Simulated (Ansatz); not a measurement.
# Pressure series in MgTe

Consider MgTe in the zinc blende structure (space group F-43m, No. 216).

```yaml
crystal:
  lattice:
    - [0.00000, 3.18405, 3.18405]
    - [3.18405, 0.00000, 3.18405]
    - [3.18405, 3.18405, 0.00000]
  atoms:
    - { symbol: Mg, position: [0.00000, 0.00000, 0.00000] }
    - { symbol: Te, position: [0.25000, 0.25000, 0.25000] }
```

Cell and atoms are relaxed at each pressure.

All numbers come from LDA (Ansatz, a first-principles code), scalar-relativistic without spin-orbit coupling.

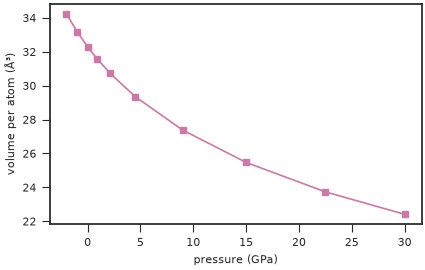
*Volume per atom against pressure*

```csv
pressure (GPa),volume per atom
-2,34.23 Å³
-1,33.19 Å³
0.9,31.59 Å³
2.1,30.74 Å³
4.5,29.36 Å³
9,27.38 Å³
15,25.47 Å³
22.5,23.73 Å³
30,22.41 Å³
```

Load acts through the strain it causes; cell and atoms are relaxed under it. No phonon test of stability was made. Tetrahedral semiconductors of this kind turn to denser phases somewhere between about 1 and 50 GPa; those were not computed, so compressed cells here can lie past the real transition.
